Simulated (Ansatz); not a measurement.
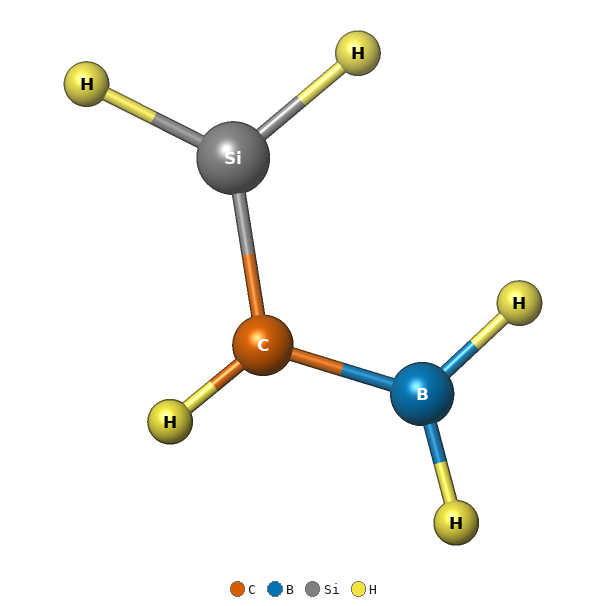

All atoms lie in one plane, which faces the viewer. The geometry was computed by an optimisation with PBE-D4/def2-SVP. No frequency run is at hand to confirm it as a minimum.

Q: Which symmetry elements does this geometry have?

A: It has 1 mirror plane, so the point group is Cs. The group has 2 operations. The geometry is achiral, and symmetry allows a dipole moment.
